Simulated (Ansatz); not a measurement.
**ClCuH3N (Cu(NH3)Cl): density, localisation and related maps**

```yaml
atoms:
  - { symbol: Cu, position_ang: [-0.0056, 0.0029, -1.1391] }
  - { symbol: N, position_ang: [0.0035, -0.0019, 0.8169] }
  - { symbol: H, position_ang: [-0.4075, 0.8490, 1.1907] }
  - { symbol: H, position_ang: [0.9495, -0.0712, 1.1814] }
  - { symbol: H, position_ang: [-0.5259, -0.7863, 1.1870] }
  - { symbol: Cl, position_ang: [-0.0140, 0.0075, -3.2368] }
```

Geometry: B3LYP-D4/def2-TZVP.

These are results of RKS PBE0-D4/def2-TZVP in Ansatz 0.2.0, not measurements.

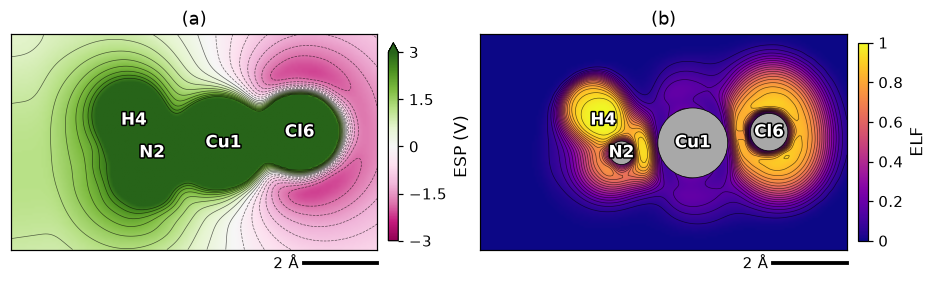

Figure 1. (a) molecular electrostatic potential; (b) ELF on the plane of atoms Cu1, N2 and H4. Grey discs cover the atomic cores in the ELF map.

Describe what can be read from this map.

Answer. The plane passes through Cu, N, H and Cl nuclei.
Cu–N (1.96 Å): the ELF peaks at about 0.95 in the valence shell of N, 0.6 Å from its nucleus, and is about 0.25 at the midpoint.
Cu–Cl (2.10 Å): the ELF peaks at about 0.80 in the valence shell of Cl, 0.9 Å from its nucleus, and is about 0.40 at the midpoint.
N–H (1.02 Å): the ELF climbs to about 1 towards the hydrogen, as it does in any bond to H: an ordinary covalent bond to hydrogen.
Outside the dense part of the molecule the potential is most negative (−2.1 V) near Cl6.

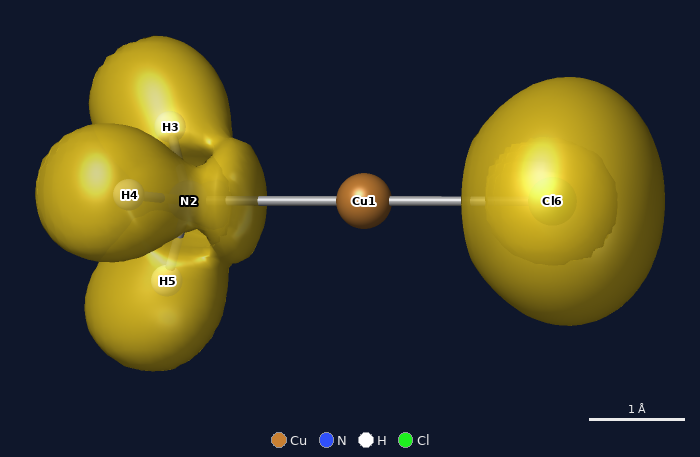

Figure 2. Isosurface of the electron localisation function at 0.75 (yellow), seen at a tilt. Only the valence region is drawn (cores and ρ < 0.01 e/Å³ removed).

Where are the electrons localised?

Answer. The ELF exceeds this value in one region wrapped around Cl (its valence shell) and one joined region spread over several atoms (H, N), in which their bonds and any lone pairs are merged.

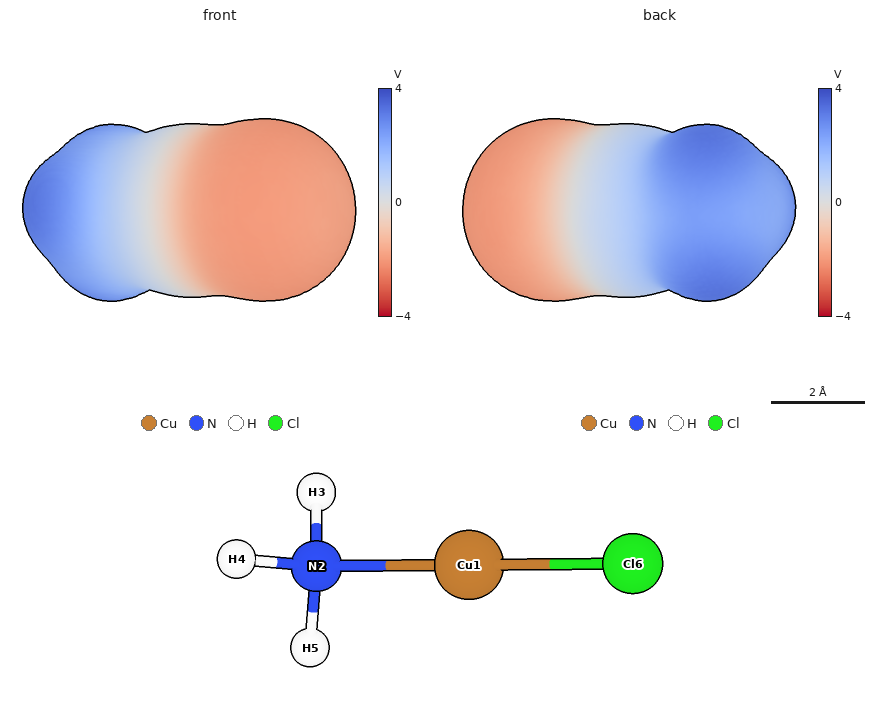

Figure 3. The electrostatic potential painted on the density surface at 0.002 e/bohr³, seen from the front and from behind; red is negative and blue positive. The bare structure is drawn below in the same view.

Describe the electrostatic potential map.

Answer. The most negative region (about −2.0 V, or −46 kcal/mol for a unit charge) lies over Cl6, the most positive (about +3.1 V, or +71 kcal/mol for a unit charge) over H3, H4 and H5.
